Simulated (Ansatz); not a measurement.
BH$_{2}$ClF$_{2}$: several calculations on one system

## 1. Relaxation

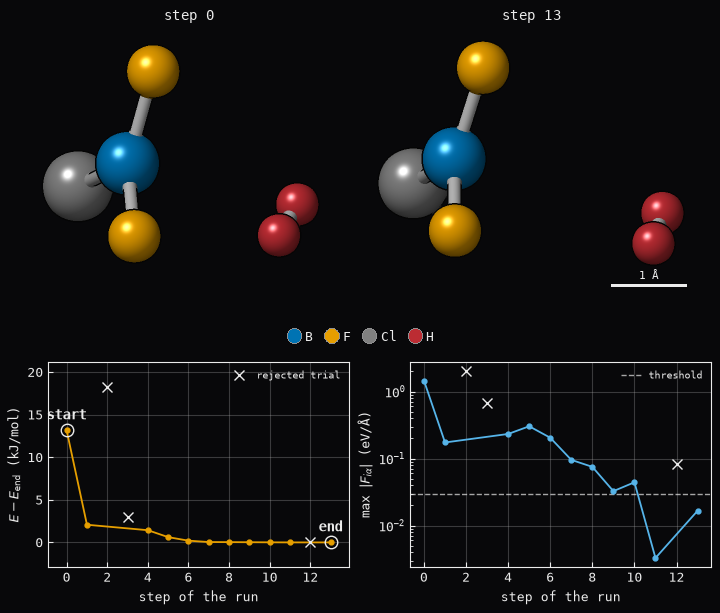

First and last geometry of a relaxation of BH2ClF2, with the history of the run. A ball-and-stick model, seen from a free direction.

The run prepares an end point of a later path (reaction) calculation, from a guessed geometry.

These are results of RKS PBE-D4/def2-SVP in Ansatz, not measurements.

The input:
```yaml
crystal:
  periodic: [false, false, false]
  atoms:
    - { symbol: B, position_ang: [-0.040244, 0.261862, 0.033561] }
    - { symbol: F, position_ang: [-0.03706, 0.523112, 1.331637] }
    - { symbol: F, position_ang: [1.110762, 0.057366, -0.587192] }
    - { symbol: Cl, position_ang: [-1.539393, 0.292906, -0.879853] }
    - { symbol: H, position_ang: [-0.170922, -2.036446, 0.695102] }
    - { symbol: H, position_ang: [-0.132043, -1.604, 1.270944] }
basis:
  gaussian: { orbitals: def2-SVP }
hamiltonian:
  xc: pbe
  dispersion: d4
relax:
  f_tol: 0.03
  max_steps: 50
```

Run as
```bash
ansatz run input.yaml --threads 1 --pin off --max-ram 2048MiB --backend cpu --events-out ev --progress --plain --runs-dir out
```

Q: Did the run converge, and what did it change?

A: It converged. After 10 accepted moves (13 points after the start) the energy has fallen by 13.2 kJ/mol. Largest force component: 1.5 eV/Å at the start, 0.017 eV/Å at the end. The line search rejected the trial steps at points 2, 3, 12 of the run. The forces were under the threshold at step 11, but the run went on from there. The atom that moves furthest after the best rigid fit is H6 (0.45 Å). Largest moves by element: H 0.45 Å, F 0.30 Å, B 0.22 Å, Cl 0.10 Å. Among the contacts that change: H5–H6 0.721 → 0.769 Å.

## 2. Relaxation

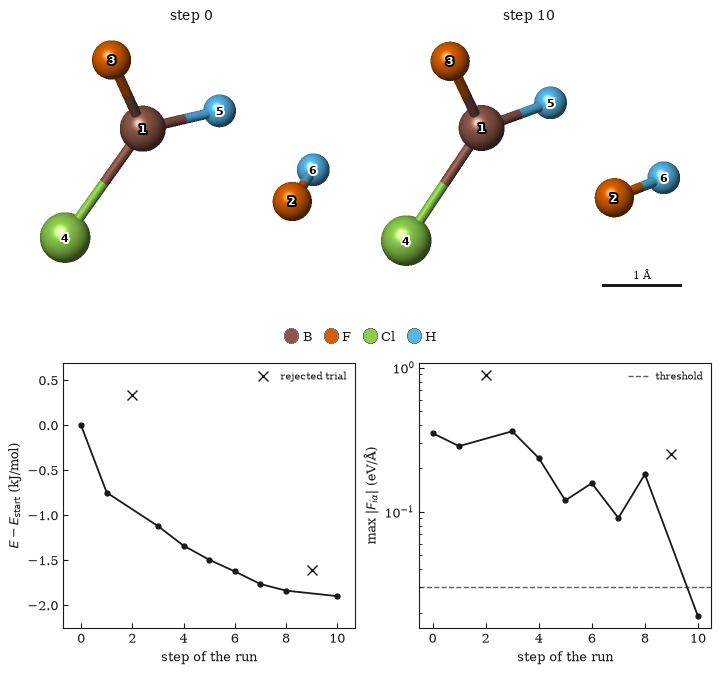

First and last geometry of a relaxation of BH2ClF2, with the history of the run. A ball-and-stick model, seen at a tilt.

The run prepares an end point of a later path (reaction) calculation, from a guessed geometry.

Computed with RKS PBE-D4/def2-SVP (Ansatz).

Input
```yaml
crystal:
  periodic: [false, false, false]
  atoms:
    - { symbol: B, position_ang: [-0.082716, -0.456384, -0.427188] }
    - { symbol: F, position_ang: [-0.068695, 0.012043, 2.046451] }
    - { symbol: F, position_ang: [1.068092, 0.137869, -0.693925] }
    - { symbol: Cl, position_ang: [-1.586079, 0.238985, -0.996702] }
    - { symbol: H, position_ang: [-0.084466, -1.540565, 0.094317] }
    - { symbol: H, position_ang: [-0.055036, -0.897147, 1.841246] }
basis:
  gaussian: { orbitals: def2-SVP }
hamiltonian:
  xc: pbe
  dispersion: d4
relax:
  f_tol: 0.03
  max_steps: 50
```

Launched with:
```bash
ansatz run input.yaml --threads 1 --pin off --max-ram 2048MiB --backend cpu --events-out ev --progress --plain --runs-dir out
```

Read the history and describe the run.

It converged. The atom that moves furthest after the best rigid fit is H6 (0.22 Å). By element the largest moves are H 0.22 Å, F 0.21 Å, Cl 0.09 Å, B 0.03 Å. Near-neighbour distances that change, for instance: B1–H5 1.203 → 1.216 Å, B1–Cl4 1.752 → 1.763 Å, F2–H6 0.932 → 0.938 Å. After 8 accepted moves (10 points after the start) the energy has fallen by 1.90 kJ/mol. Largest force component: 0.35 eV/Å at the start, 0.019 eV/Å at the end. The line search rejected the trial steps at points 2, 9 of the run.

```
step  E − E(0), kJ/mol  largest force component, eV/Å      note
   0              0.00                         0.3516          
   1             -0.75                         0.2857          
   2              0.34                         0.8925  rejected
   3             -1.12                         0.3624          
   4             -1.34                         0.2363          
   5             -1.49                         0.1200          
   6             -1.62                         0.1581          
   7             -1.76                         0.0908          
   8             -1.84                         0.1823          
   9             -1.60                         0.2501  rejected
  10             -1.90                         0.0189
```

## 3. Path

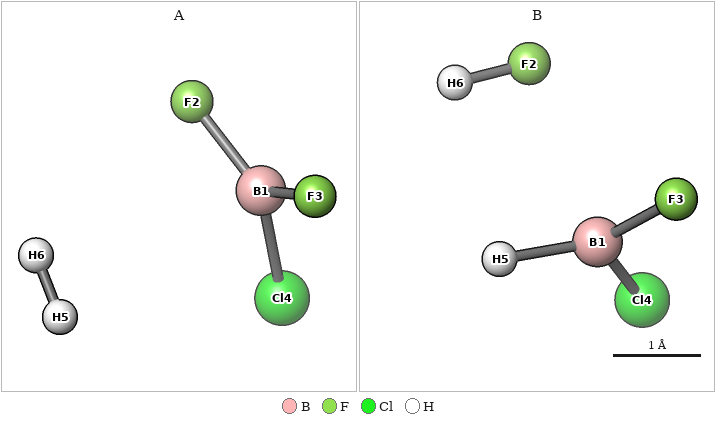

The two relaxed end points of a path for BH2ClF2, made up at the start of BClF2 and H$_{2}$. Style: ball-and-stick. Shown at a tilt.

Level of theory: RKS PBE-D4/def2-SVP in Ansatz 0.2.0.

Run with 7 movable images; climbing image; force threshold 0.03 eV/Å; iteration limit 60.

Start:
```xyz
6

B    -0.0249    0.4716   -0.0347
F    -0.0208    0.8095    1.2451
F     1.1264    0.2258   -0.6380
Cl   -1.5319    0.3765   -0.9253
H    -0.2513   -2.3711    0.7750
H    -0.1064   -2.0174    1.4421
```

End:
```xyz
6

B    -0.0733   -0.4457   -0.4099
F    -0.0555   -0.0211    1.8564
F     1.0971    0.1342   -0.6386
Cl   -1.5522    0.3859   -0.8899
H    -0.1146   -1.6187   -0.0923
H    -0.1104   -0.9397    2.0384
```

> Predict the minimum-energy path and its barrier.

The energy climbs by 169.8 kJ/mol to image 6 and then falls by 43.0 kJ/mol, so the end point sits at +126.8 kJ/mol. Breaking: B1–F2 (1.32 → 1.64 at the top → 2.31 Å), H5–H6 (0.77 → 1.10 at the top → 2.24 Å). Forming: B1–H5 (2.96 → 1.34 at the top → 1.22 Å), F2–H6 (2.84 → 1.15 at the top → 0.94 Å). The band converged in 43 iterations. The largest component of the band force went from 4.3 to 0.021 eV/Å. The climbing image converged on the top of the path. Its vibrational analysis gives one imaginary mode (955i cm⁻¹), as a transition state must have.

Energies of the converged images:

| image | path (Å) | E (kJ/mol) |
| --- | --- | --- |
| 0 | 0.00 | 0.0 |
| 1 | 0.33 | 0.9 |
| 2 | 0.66 | 4.9 |
| 3 | 0.98 | 17.1 |
| 4 | 1.31 | 49.5 |
| 5 | 1.64 | 119.9 |
| 6 | 1.97 | 169.8 |
| 7 | 2.50 | 133.4 |
| 8 | 3.03 | 126.8 |

The geometry at the top of the path:

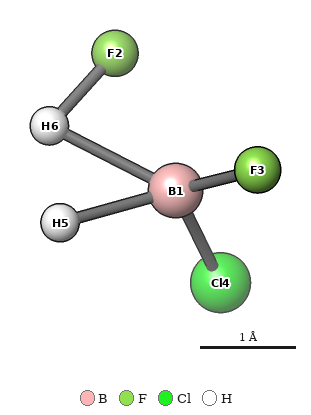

Limits of the set-up: the start holds two separate molecules, 2.8 Å apart at their closest, whose relative position is a soft coordinate.
